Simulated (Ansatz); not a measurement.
# Cadmium, simple cubic under BLYP: from relaxation to bulk modulus

What does BLYP give for cadmium in the simple cubic structure? We relax it, solve it on a dense k-mesh, then scale the cell to 7 volumes from 88 to 112 % of the relaxed one and try a fit of the equation of state. Spin polarisation is left out. The k-meshes are 11×11×11 for the relaxation; 16×16×16 for the dense run; 11×11×11 for the volumes.

This is Cd in the simple cubic structure; at room conditions it is hcp.

Computed with Ansatz 0.2.0 (DFT BLYP, plane waves (420 eV) with PAW, scalar-relativistic; PBE-made PAW files, unless a step says otherwise).

### 1 The system as given

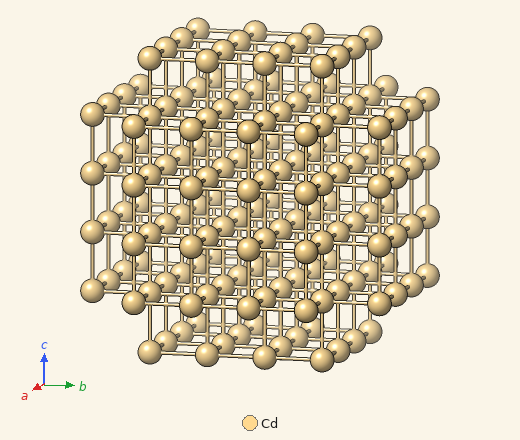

Start, viewed slightly off an axis; cadmium orange. 3×3×3 cells are drawn. Any atoms on the faces are drawn again on the opposite ones, and bonded neighbours outside are added.

As a file:

```cif
data_structure
_symmetry_space_group_name_H-M 'P 1'
_symmetry_Int_Tables_number 1
_cell_length_a 2.8567
_cell_length_b 2.8567
_cell_length_c 2.8567
_cell_angle_alpha 90.000
_cell_angle_beta 90.000
_cell_angle_gamma 90.000
_cell_volume 23.31
loop_
_atom_site_label
_atom_site_type_symbol
_atom_site_fract_x
_atom_site_fract_y
_atom_site_fract_z
_atom_site_occupancy
Cd1 Cd 0.00000 0.00000 0.00000 1
```

### 2 Relaxation of the cell

input.yaml reads:

```yaml
crystal:
  lattice:
    - [2.856675876, 0.0, 0.0]
    - [0.0, 2.856675876, 0.0]
    - [0.0, 0.0, 2.856675876]
  atoms:
    - { symbol: Cd, position: [0.0, 0.0, 0.0] }
hamiltonian:
  xc: blyp
  pseudopotentials:
    kind: paw
    azcp:
      Cd: "pseudopotentials/Cd.paw.azcp"
basis:
  ecutwfc: 420
  fft_grid_basis: typed
kpoints:
  mp_grid: { grid: [11, 11, 11], shift: [0, 0, 0] }
magnetization:
  spin_polarized: false
scf:
  occupations: { method: fermi_dirac, width: 0.1 }
relax:
  max_steps: 60
  f_tol: 0.01
  cell: {}
```

The log of the run:

```text
Warning: RAYON_NUM_THREADS=2 ignored (pool sized by the plan → 2); use --threads N
Engine: ansatz 0.2.0, aarch64-unknown-linux-gnu
Pseudopotentials: kind: paw
Pseudopotential: Cd, paw, valence charge 20, recommended cutoff 420 eV (normal), <dir>
Functional definition: BLYP
  parameter beta = 0.0042
  parameter a = 0.04918
  parameter b = 0.132
  parameter c = 0.2533
  parameter d = 0.349
  exchange = b88_x(beta = beta)
  correlation = lyp_c(a = a, b = b, c = c, d = d)
Crystal: 1 atoms, lattice volume = 23.312 Å³
Basis set: ecut = 420 eV, 461 PW (Γ), exchange–correlation on 40×40×40 points (8 copies of the dense FFT grid, shifted against one another)
Bands: 14, of which v1, the nominal top of the filled ones, is band 10 counted from 1 (9 counted from 0)
Symmetry: 48 space group operations
Space group: Pm-3m (ITA 221), of the structure as read, at distance tolerance 2.9e-5 Å
k-points: 56 of 1331
Non-local potential: Cd, projectors of the file, l = 0: 3, l = 1: 2, l = 2: 2, l = 3: 1
PAW form: soft (Blöchl's): semilocal exchange-correlation on the pseudo side does not see the compensation charge
PAW frozen core: Cd, regenerated for the run's functional, and the local potential with it (the file was generated under x = pbe(κ = 0.804, μ = 0.2195149727645171), c = pbe(β = 0.06672455060314922))
PAW one-centre angular grid: Cd, 590 points (default); XC on 64 Gauss nodes
Initial density: superposition of atomic densities (neutral atoms: chi_scale 0, normalization atom), corrected by the library's trained network
Initial wavefunctions: pseudopotential atomic-orbital guess
Functional: x = b88, c = lyp
SCF iter   1: F=—  HF=-8269.909368 eV  |F-HF|=—  |Δ(HF+E_count)|=         —  Δρ=4.98e-3  dr2=5.37e-3  ethr=1.77e-3  ⟨swp⟩=5.3  Hψ=4015  notcnv=0
preconditioner: auto → none  [metal: Δε(μ)=0.167 eV  Ē_g=16.680 eV  σ=0.100 eV  W_gap=0.39  n_scr=6 (ndim 8)  ℏωp=26.6 eV  f_vac=0.007  D(μ)=0.46/eV (n_scr^D=0)  sad-step TF]
SCF iter   2: F=—  HF=-8269.909405 eV  |F-HF|=—  |Δ(HF+E_count)|=   3.70e-5  Δρ=3.33e-3  dr2=3.09e-3  ethr=2.69e-5  ⟨swp⟩=1.0  Hψ=1232  notcnv=0
SCF iter   3: F=—  HF=-8269.909438 eV  |F-HF|=—  |Δ(HF+E_count)|=   3.35e-5  Δρ=1.90e-3  dr2=5.16e-4  ethr=1.55e-5  ⟨swp⟩=2.1  Hψ=1026  notcnv=0
SCF iter   4: F=—  HF=-8269.909339 eV  |F-HF|=—  |Δ(HF+E_count)|=   9.94e-5  Δρ=3.49e-4  dr2=1.29e-5  ethr=2.58e-6  ⟨swp⟩=2.9  Hψ=1573  notcnv=0
SCF iter   5: F=—  HF=-8269.909387 eV  |F-HF|=—  |Δ(HF+E_count)|=   4.78e-5  Δρ=2.35e-5  dr2=1.41e-7  ethr=6.43e-8  ⟨swp⟩=2.0  Hψ=1015  notcnv=0
SCF iter   6: F=-8269.909387 eV  HF=-8269.909387 eV  |F-HF|=2.52e-9  |Δ(HF+E_count)|=   1.50e-7  Δρ=2.36e-6  dr2=7.63e-10  ethr=5.00e-10  ⟨swp⟩=4.0  Hψ=2429  notcnv=0
SCF 1 converged in 6 iterations: F = -8269.909387 eV  dr2 = 7.63e-10
relax step   1: F+E_penalty+E_count = -8269.90938686 eV  Δ(F+E_penalty+E_count) = +0.000e0 eV  max|allowed force component| = 0.000e0 eV/Å  Δτ_max = 0.0000 Å  P = +10.620 GPa  Ω = 23.312 Å³  (6 SCF iters, dr2 threshold 1.00e-7 eV, accepted)
Crystal: 1 atoms, lattice volume = 26.890 Å³
Basis set: ecut = 420 eV, 515 PW (Γ), exchange–correlation on 40×40×40 points (8 copies of the dense FFT grid, shifted against one another)
Initial density: handed on by an earlier stage of this run
Initial wavefunctions: those handed on with the density
iter 1 solved again at ethr=4.00e-5 eV; its pass at ethr=3.10e-3 eV (dr2=8.00e-3 eV) is discarded
SCF iter   1: F=—  HF=-8270.054700 eV  |F-HF|=—  |Δ(HF+E_count)|=         —  Δρ=5.19e-3  dr2=9.04e-3  ethr=4.00e-5  ⟨swp⟩=1.1  Hψ=5679  notcnv=0
preconditioner: auto → none  [metal: Δε(μ)=0.017 eV  Ē_g=15.745 eV  σ=0.100 eV  W_gap=0.04  n_scr=6 (ndim 8)  ℏωp=24.8 eV  f_vac=0.038  D(μ)=0.54/eV (n_scr^D=0)]
SCF iter   2: F=—  HF=-8270.051850 eV  |F-HF|=—  |Δ(HF+E_count)|=   2.85e-3  Δρ=2.44e-3  dr2=6.76e-4  ethr=4.00e-5  ⟨swp⟩=2.0  Hψ=1174  notcnv=0
SCF iter   3: F=—  HF=-8270.051605 eV  |F-HF|=—  |Δ(HF+E_count)|=   2.45e-4  Δρ=6.79e-4  dr2=8.80e-5  ethr=3.38e-6  ⟨swp⟩=2.2  Hψ=1372  notcnv=0
SCF iter   4: F=—  HF=-8270.051591 eV  |F-HF|=—  |Δ(HF+E_count)|=   1.38e-5  Δρ=1.21e-4  dr2=2.03e-6  ethr=4.40e-7  ⟨swp⟩=2.4  Hψ=976  notcnv=0
SCF iter   5: F=-8270.051592 eV  HF=-8270.051592 eV  |F-HF|=8.89e-9  |Δ(HF+E_count)|=   1.22e-6  Δρ=9.05e-6  dr2=9.38e-9  ethr=5.00e-10  ⟨swp⟩=2.9  Hψ=3053  notcnv=0
SCF 2 converged in 5 iterations: F = -8270.051592 eV  dr2 = 9.38e-9
relax step   2: F+E_penalty+E_count = -8270.05159196 eV  Δ(F+E_penalty+E_count) = -1.422e-1 eV  max|allowed force component| = 0.000e0 eV/Å  Δτ_max = 0.0000 Å  P = +3.260 GPa  Ω = 26.890 Å³  energy of the carried Pulay correction = -1.109e-3 eV  (5 SCF iters, dr2 threshold 1.00e-7 eV, accepted)
Crystal: 1 atoms, lattice volume = 28.848 Å³
Basis set: ecut = 420 eV, 587 PW (Γ), exchange–correlation on 40×40×40 points (8 copies of the dense FFT grid, shifted against one another)
iter 1 solved again at ethr=7.31e-6 eV; its pass at ethr=3.10e-3 eV (dr2=1.46e-3 eV) is discarded
SCF iter   1: F=—  HF=-8270.077821 eV  |F-HF|=—  |Δ(HF+E_count)|=         —  Δρ=2.18e-3  dr2=1.82e-3  ethr=7.31e-6  ⟨swp⟩=2.4  Hψ=5910  notcnv=0
preconditioner: auto → none  [metal: Δε(μ)=0.080 eV  Ē_g=15.225 eV  σ=0.100 eV  W_gap=0.20  n_scr=6 (ndim 8)  ℏωp=23.9 eV  f_vac=0.058  D(μ)=0.50/eV (n_scr^D=0)]
SCF iter   2: F=—  HF=-8270.077263 eV  |F-HF|=—  |Δ(HF+E_count)|=   5.58e-4  Δρ=1.06e-3  dr2=1.36e-4  ethr=7.31e-6  ⟨swp⟩=2.0  Hψ=1120  notcnv=0
SCF iter   3: F=—  HF=-8270.077203 eV  |F-HF|=—  |Δ(HF+E_count)|=   5.99e-5  Δρ=2.92e-4  dr2=1.99e-5  ethr=6.82e-7  ⟨swp⟩=2.4  Hψ=1377  notcnv=0
SCF iter   4: F=—  HF=-8270.077241 eV  |F-HF|=—  |Δ(HF+E_count)|=   3.81e-5  Δρ=6.68e-5  dr2=9.18e-7  ethr=9.97e-8  ⟨swp⟩=2.0  Hψ=864  notcnv=0
SCF iter   5: F=-8270.077241 eV  HF=-8270.077241 eV  |F-HF|=8.39e-10  |Δ(HF+E_count)|=   2.48e-7  Δρ=9.56e-6  dr2=1.14e-8  ethr=5.00e-10  ⟨swp⟩=4.1  Hψ=2548  notcnv=0
SCF 3 converged in 5 iterations: F = -8270.077241 eV  dr2 = 1.14e-8
relax step   3: F+E_penalty+E_count = -8270.07724148 eV  Δ(F+E_penalty+E_count) = -2.565e-2 eV  max|allowed force component| = 0.000e0 eV/Å  Δτ_max = 0.0000 Å  P = +1.162 GPa  Ω = 28.848 Å³  energy of the carried Pulay correction = -1.636e-3 eV  (5 SCF iters, dr2 threshold 1.00e-7 eV, accepted)
[... 9 lines left out ...]
relax step   4: F+E_penalty+E_count = -8270.08189977 eV  Δ(F+E_penalty+E_count) = -4.658e-3 eV  max|allowed force component| = 0.000e0 eV/Å  Δτ_max = 0.0000 Å  P = +0.179 GPa  Ω = 30.058 Å³  energy of the carried Pulay correction = -1.938e-3 eV  (5 SCF iters, dr2 threshold 1.00e-7 eV, accepted)
[... 9 lines left out ...]
relax step   5: F+E_penalty+E_count = -8270.08197789 eV  Δ(F+E_penalty+E_count) = -7.812e-5 eV  max|allowed force component| = 0.000e0 eV/Å  Δτ_max = 0.0000 Å  P = +0.007 GPa  Ω = 30.290 Å³  energy of the carried Pulay correction = -1.994e-3 eV  (4 SCF iters, dr2 threshold 8.02e-8 eV, accepted)
[... 10 lines left out ...]
relax step   6: F+E_penalty+E_count = -8270.08498188 eV  Δ(F+E_penalty+E_count) = -3.004e-3 eV  max|allowed force component| = 0.000e0 eV/Å  Δτ_max = 0.0000 Å  P = +0.253 GPa  Ω = 30.290 Å³  stress off target by 2.53e-1 GPa  SCF on the basis re-selected at this cell (its energy is not comparable with the rows above)  (5 SCF iters)
[... 10 lines left out ...]
relax step   7: F+E_penalty+E_count = -8270.08524172 eV  Δ(F+E_penalty+E_count) = -2.598e-4 eV  max|allowed force component| = 0.000e0 eV/Å  Δτ_max = 0.0000 Å  P = +0.067 GPa  Ω = 30.641 Å³  energy of the carried Pulay correction = -8.824e-5 eV  (4 SCF iters, dr2 threshold 1.00e-7 eV, accepted)
[... 9 lines left out ...]
relax step   8: F+E_penalty+E_count = -8270.08524026 eV  Δ(F+E_penalty+E_count) = +1.459e-6 eV  max|allowed force component| = 0.000e0 eV/Å  Δτ_max = 0.0000 Å  P = +0.009 GPa  Ω = 30.759 Å³  energy of the carried Pulay correction = -1.174e-4 eV  (4 SCF iters, dr2 threshold 1.12e-8 eV, accepted)
iter 1 solved again at ethr=8.49e-10 eV; its pass at ethr=3.10e-3 eV (dr2=1.70e-7 eV) is discarded
SCF iter   1: F=—  HF=-8270.085344 eV  |F-HF|=—  |Δ(HF+E_count)|=         —  Δρ=3.42e-5  dr2=6.76e-8  ethr=8.49e-10  ⟨swp⟩=4.4  Hψ=6642  notcnv=0
preconditioner: auto → none  [metal: Δε(μ)=0.121 eV  Ē_g=14.782 eV  σ=0.100 eV  W_gap=0.29  n_scr=6 (ndim 8)  ℏωp=23.2 eV  f_vac=0.074  D(μ)=0.43/eV (n_scr^D=0)]
SCF iter   2: F=—  HF=-8270.085355 eV  |F-HF|=—  |Δ(HF+E_count)|=   1.04e-5  Δρ=1.43e-5  dr2=1.84e-8  ethr=3.38e-10  ⟨swp⟩=2.0  Hψ=1324  notcnv=0
SCF iter   3: F=—  HF=-8270.085355 eV  |F-HF|=—  |Δ(HF+E_count)|=   3.99e-8  Δρ=5.63e-6  dr2=3.70e-9  ethr=9.22e-11  ⟨swp⟩=2.0  Hψ=1114  notcnv=0
SCF iter   4: F=—  HF=-8270.085355 eV  |F-HF|=—  |Δ(HF+E_count)|=   2.43e-9  Δρ=7.61e-7  dr2=5.38e-11  ethr=1.85e-11  ⟨swp⟩=2.0  Hψ=1281  notcnv=0
SCF iter   5: F=-8270.085355 eV  HF=-8270.085355 eV  |F-HF|=0.00e0  |Δ(HF+E_count)|=  1.82e-10  Δρ=4.67e-8  dr2=1.83e-13  ethr=1.00e-12  ⟨swp⟩=4.9  Hψ=2766  notcnv=0
SCF 9 converged in 5 iterations: F = -8270.085355 eV  dr2 = 1.83e-13
relax step   9: F+E_penalty+E_count = -8270.08535465 eV  Δ(F+E_penalty+E_count) = -1.144e-4 eV  max|allowed force component| = 0.000e0 eV/Å  Δτ_max = 0.0000 Å  P = +0.006 GPa  Ω = 30.759 Å³  stress off target by 5.87e-3 GPa  SCF on the basis re-selected at this cell (its energy is not comparable with the rows above)  (5 SCF iters)
basis re-selected at this cell: Δ(F+E_penalty+E_count) = -1.144e-4 eV, ΔP = -0.003 GPa vs the last step (what re-selecting the basis moved, of the pressure what is left beyond the Pulay correction that the steps carried, after the strain that the cell walked since its last selection, with what the two solves' SCF thresholds leave and, on support functions, any second-order correction that the steps lacked; it is no measure of the basis error at this ecutwfc). This SCF's stress stands 5.87e-3 GPa from its target on what of the cell is left free (relax.cell.stress_tol is 5.00e-2 GPa) and its largest allowed force component is 0.00e0 eV/Å (relax.f_tol is 1.00e-2 eV/Å): within both
SCF converged after 5 iterations
Free energy (F): -8270.085355 eV
Harris-Foulkes:  -8270.085355 eV  (|F-HF|=0.00e0)
Internal energy: -8270.071128 eV  (E = F + TS)
E sigma→0 (E₀):  -8270.078241 eV
Entropy (-TS):   -0.014227 eV (-14.227 meV/atom)
Fermi energy:    9.382031 eV
--- Per-component energies (eV) ---
  E_band       = -490.192618
  E_kinetic    = 505.149152
  E_local      = -3572.812852  (includes V_loc(G=0)·N_el)
  E_nonlocal   = 28.865050
  E_hartree    = 1651.044804
  E_xc         = -174.710842
  E_vxc        = -218.264703  (∫ρ·V_xc dr)
  E_paw        = -4099.763429  (= ΣΔE_a)
  E_vpaw       = -535.218895  (= ΣTr[D̂ρ^β])
  E_aug_tail   = 0.000013  (compensation charges beyond the density's cutoff)
  E_ewald      = -2607.923523
  E_core_change = 0.080499  (= ΣΔE_core)
  E_smearing   = -0.014227  (= −TS)
  E_closure    = 0.000000  (closes the sum)
  Σ components = -8270.085355   (vs F -8270.085355, Δ=0.00e0)
--- Forces (eV/Å), atoms counted from 1 ---
  atom   1  Cd    -0.00000000    -0.00000000    -0.00000000
  max |Σ_I F_I| component: 5.96e-32 eV/Å
--- Stress (GPa, compression-positive) ---
        0.005874      -0.000000       0.000000
       -0.000000       0.005874       0.000000
        0.000000       0.000000       0.005874
  P = ⅓ Tr σ = 0.0059 GPa (0.059 kbar)
--- Relaxed structure (7 steps of the walk, 7 accepted, 2 SCFs on fresh bases) ---
  F+E_penalty+E_count = -8270.08535465 eV   max|allowed force component| = 0.000e0 eV/Å   (the final SCF, on the basis selected at the relaxed cell)
  cell:  # Å, volume = 30.7592 Å³
    - [3.133226681345257, -6.259272319258516e-34, -2.728400754548584e-34]
    - [4.012354050806741e-34, 3.133226681345257, -1.2839532962581572e-34]
    - [2.407412430484045e-34, -1.2839532962581572e-34, 3.133226681345257]
  atoms:
    - { symbol: Cd, position: [0.0, 0.0, 0.0] }
```

It took 4 s on 2 threads of an Arm CPU, shared host; peak memory 0.28 GiB.

The steps of the relaxation:

| step | energy change (meV/atom) | largest force (eV/Å) | pressure (GPa) | volume (Å³/atom) |
| --- | --- | --- | --- | --- |
| 1 | 0.00 | 0.0000 | 10.62 | 23.312 |
| 2 | -142.21 | 0.0000 | 3.26 | 26.890 |
| 3 | -167.85 | 0.0000 | 1.16 | 28.848 |
| 4 | -172.51 | 0.0000 | 0.18 | 30.058 |
| 5 | -172.59 | 0.0000 | 0.01 | 30.290 |
| 6 | -175.60 | 0.0000 | 0.25 | 30.290 |
| 7 | -175.85 | 0.0000 | 0.07 | 30.641 |
| 8 | -175.85 | 0.0000 | 0.01 | 30.759 |
| 9 | -175.97 | 0.0000 | 0.01 | 30.759 |

Steps that repeat a cell are solved on a basis chosen anew, so their changes of energy are no gain of the relaxation.

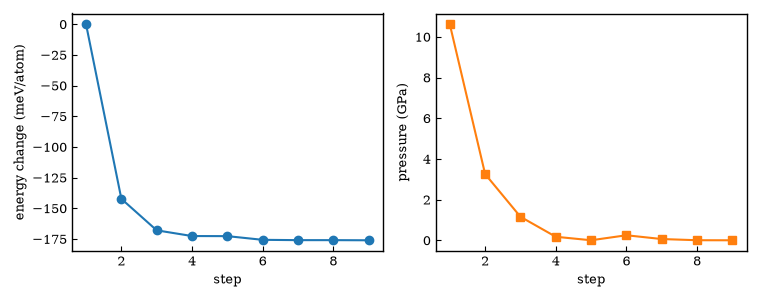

Energy and pressure over the accepted steps.

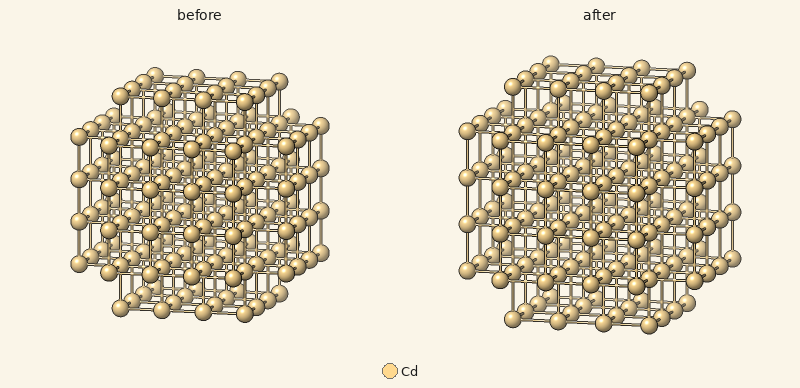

The structure before (left) and after (right), drawn at the same scale. The cells drawn are those of the first picture.

The cell of the run, before and after:

|  | before | after | change |
| --- | --- | --- | --- |
| a (Å) | 2.857 | 3.133 | +9.7 % |
| b (Å) | 2.857 | 3.133 | +9.7 % |
| c (Å) | 2.857 | 3.133 | +9.7 % |
| volume (Å³/atom) | 23.312 | 30.759 | +31.9 % |
| shortest distance (Å) | 2.857 | 3.133 | +9.7 % |
| space group (spins left aside) | Pm-3m | Pm-3m | same |

### 3 Dense single point

input.yaml reads:

```yaml
crystal:
  lattice:
    - [3.1332266813, 0.0, 0.0]
    - [0.0, 3.1332266813, 0.0]
    - [0.0, 0.0, 3.1332266813]
  atoms:
    - { symbol: Cd, position: [0.0, 0.0, 0.0] }
hamiltonian:
  xc: blyp
  pseudopotentials:
    kind: paw
    azcp:
      Cd: "pseudopotentials/Cd.paw.azcp"
basis:
  ecutwfc: 420
  fft_grid_basis: typed
kpoints:
  mp_grid: { grid: [16, 16, 16], shift: [0, 0, 0] }
magnetization:
  spin_polarized: false
scf:
  occupations: { method: fermi_dirac, width: 0.1 }
```

The log of the run, shortened:

```text
Warning: RAYON_NUM_THREADS=2 ignored (pool sized by the plan → 2); use --threads N
[...]
[... 3 set-up lines as earlier in the session ...]
[...]
Crystal: 1 atoms, lattice volume = 30.759 Å³
Basis set: ecut = 420 eV, 619 PW (Γ), exchange–correlation on 48×48×48 points (8 copies of the dense FFT grid, shifted against one another)
Bands: 14, of which v1, the nominal top of the filled ones, is band 10 counted from 1 (9 counted from 0)
[... 1 set-up line as earlier in the session ...]
Space group: Pm-3m (ITA 221), of the structure as read, at distance tolerance 3.1e-5 Å
k-points: 165 of 4096
[...]
SCF iter   1: F=—  HF=-8270.084978 eV  |F-HF|=—  |Δ(HF+E_count)|=         —  Δρ=4.45e-3  dr2=4.65e-3  ethr=1.77e-3  ⟨swp⟩=5.5  Hψ=11938  notcnv=0
[...]
SCF iter   6: F=-8270.085145 eV  HF=-8270.085145 eV  |F-HF|=1.49e-9  |Δ(HF+E_count)|=   1.22e-7  Δρ=1.70e-6  dr2=4.66e-10  ethr=2.80e-10  ⟨swp⟩=1.0  Hψ=5988  notcnv=0
[...]
SCF converged after 6 iterations
Free energy (F): -8270.085145 eV
[...]
E sigma→0 (E₀):  -8270.078638 eV
Entropy (-TS):   -0.013012 eV (-13.012 meV/atom)
Fermi energy:    9.402218 eV
[...]
```

It took 1.4 s on 2 threads of an Arm CPU, shared host; peak memory 0.32 GiB.

### 4 Volume × 0.88

input.yaml reads:

```yaml
crystal:
  lattice:
    - [3.0025209075, 0.0, 0.0]
    - [0.0, 3.0025209075, 0.0]
    - [0.0, 0.0, 3.0025209075]
  atoms:
    - { symbol: Cd, position: [0.0, 0.0, 0.0] }
hamiltonian:
  xc: blyp
  pseudopotentials:
    kind: paw
    azcp:
      Cd: "pseudopotentials/Cd.paw.azcp"
basis:
  ecutwfc: 420
  fft_grid_basis: typed
kpoints:
  mp_grid: { grid: [11, 11, 11], shift: [0, 0, 0] }
magnetization:
  spin_polarized: false
scf:
  occupations: { method: fermi_dirac, width: 0.1 }
  lower_state_search: "off"
output:
  stress: true
```

The log of the run, shortened:

```text
Warning: RAYON_NUM_THREADS=2 ignored (pool sized by the plan → 2); use --threads N
[...]
[... 3 set-up lines as earlier in the session ...]
[...]
Crystal: 1 atoms, lattice volume = 27.068 Å³
Basis set: ecut = 420 eV, 515 PW (Γ), exchange–correlation on 48×48×48 points (8 copies of the dense FFT grid, shifted against one another)
Bands: 14, of which v1, the nominal top of the filled ones, is band 10 counted from 1 (9 counted from 0)
[... 1 set-up line as earlier in the session ...]
Space group: Pm-3m (ITA 221), of the structure as read, at distance tolerance 3.0e-5 Å
k-points: 56 of 1331
[...]
SCF iter   1: F=—  HF=-8270.055563 eV  |F-HF|=—  |Δ(HF+E_count)|=         —  Δρ=4.68e-3  dr2=5.04e-3  ethr=1.77e-3  ⟨swp⟩=5.5  Hψ=4046  notcnv=0
[...]
SCF iter   6: F=-8270.055783 eV  HF=-8270.055783 eV  |F-HF|=2.80e-9  |Δ(HF+E_count)|=   1.52e-7  Δρ=2.11e-6  dr2=6.52e-10  ethr=4.65e-10  ⟨swp⟩=2.2  Hψ=2640  notcnv=0
[...]
SCF converged after 6 iterations
Free energy (F): -8270.055783 eV
[...]
E sigma→0 (E₀):  -8270.047652 eV
Entropy (-TS):   -0.016262 eV (-16.262 meV/atom)
Fermi energy:    11.211516 eV
[...]
--- Stress (GPa, compression-positive) ---
        3.011815      -0.000000       0.000000
       -0.000000       3.011815       0.000000
        0.000000       0.000000       3.011815
  P = ⅓ Tr σ = 3.0118 GPa (30.118 kbar)
```

Wall time 0.69 s (2 threads of an Arm CPU, shared host); peak memory 0.27 GiB.

### 5 Volume × 0.92

input.yaml: that of step 4 with these lines changed.

```diff
@@ -2,5 +2,5 @@
   lattice:
-    - [3.0025209075, 0.0, 0.0]
-    - [0.0, 3.0025209075, 0.0]
-    - [0.0, 0.0, 3.0025209075]
+    - [3.0473412603, 0.0, 0.0]
+    - [0.0, 3.0473412603, 0.0]
+    - [0.0, 0.0, 3.0473412603]
   atoms:
```

The log of the run, shortened:

```text
Warning: RAYON_NUM_THREADS=2 ignored (pool sized by the plan → 2); use --threads N
[...]
[... 3 set-up lines as earlier in the session ...]
[...]
Crystal: 1 atoms, lattice volume = 28.298 Å³
Basis set: ecut = 420 eV, 515 PW (Γ), exchange–correlation on 48×48×48 points (8 copies of the dense FFT grid, shifted against one another)
Bands: 14, of which v1, the nominal top of the filled ones, is band 10 counted from 1 (9 counted from 0)
[... 2 set-up lines as earlier in the session ...]
k-points: 56 of 1331
[...]
SCF iter   1: F=—  HF=-8270.073395 eV  |F-HF|=—  |Δ(HF+E_count)|=         —  Δρ=4.62e-3  dr2=4.96e-3  ethr=1.77e-3  ⟨swp⟩=5.5  Hψ=4029  notcnv=0
[...]
SCF iter   6: F=-8270.073604 eV  HF=-8270.073604 eV  |F-HF|=2.63e-9  |Δ(HF+E_count)|=   1.45e-7  Δρ=1.97e-6  dr2=5.95e-10  ethr=4.62e-10  ⟨swp⟩=2.1  Hψ=2718  notcnv=0
[...]
SCF converged after 6 iterations
Free energy (F): -8270.073604 eV
[...]
E sigma→0 (E₀):  -8270.065683 eV
Entropy (-TS):   -0.015843 eV (-15.843 meV/atom)
Fermi energy:    10.551330 eV
[...]
--- Stress (GPa, compression-positive) ---
        1.695146       0.000000       0.000000
        0.000000       1.695146       0.000000
       -0.000000       0.000000       1.695146
  P = ⅓ Tr σ = 1.6951 GPa (16.951 kbar)
```

Wall time 0.72 s (2 threads of an Arm CPU, shared host); peak memory 0.27 GiB.

### 6 Volume × 0.96

input.yaml: that of step 5 with these lines changed.

```diff
@@ -2,5 +2,5 @@
   lattice:
-    - [3.0473412603, 0.0, 0.0]
-    - [0.0, 3.0473412603, 0.0]
-    - [0.0, 0.0, 3.0473412603]
+    - [3.0908805893, 0.0, 0.0]
+    - [0.0, 3.0908805893, 0.0]
+    - [0.0, 0.0, 3.0908805893]
   atoms:
```

The log of the run, shortened:

```text
Warning: RAYON_NUM_THREADS=2 ignored (pool sized by the plan → 2); use --threads N
[...]
[... 3 set-up lines as earlier in the session ...]
[...]
Crystal: 1 atoms, lattice volume = 29.529 Å³
Basis set: ecut = 420 eV, 587 PW (Γ), exchange–correlation on 48×48×48 points (8 copies of the dense FFT grid, shifted against one another)
Bands: 14, of which v1, the nominal top of the filled ones, is band 10 counted from 1 (9 counted from 0)
[... 2 set-up lines as earlier in the session ...]
k-points: 56 of 1331
[...]
SCF iter   1: F=—  HF=-8270.082515 eV  |F-HF|=—  |Δ(HF+E_count)|=         —  Δρ=4.56e-3  dr2=4.88e-3  ethr=1.77e-3  ⟨swp⟩=5.5  Hψ=4047  notcnv=0
[...]
SCF iter   6: F=-8270.082703 eV  HF=-8270.082703 eV  |F-HF|=2.14e-9  |Δ(HF+E_count)|=   1.37e-7  Δρ=1.83e-6  dr2=5.28e-10  ethr=3.90e-10  ⟨swp⟩=2.0  Hψ=2710  notcnv=0
[...]
SCF converged after 6 iterations
Free energy (F): -8270.082703 eV
[...]
E sigma→0 (E₀):  -8270.075179 eV
Entropy (-TS):   -0.015047 eV (-15.047 meV/atom)
Fermi energy:    9.943882 eV
[...]
--- Stress (GPa, compression-positive) ---
        0.721638      -0.000000       0.000000
        0.000000       0.721638       0.000000
        0.000000       0.000000       0.721638
  P = ⅓ Tr σ = 0.7216 GPa (7.216 kbar)
```

It took 0.69 s on 2 threads of an Arm CPU, shared host; peak memory 0.27 GiB.

[end of part 1 of 2]
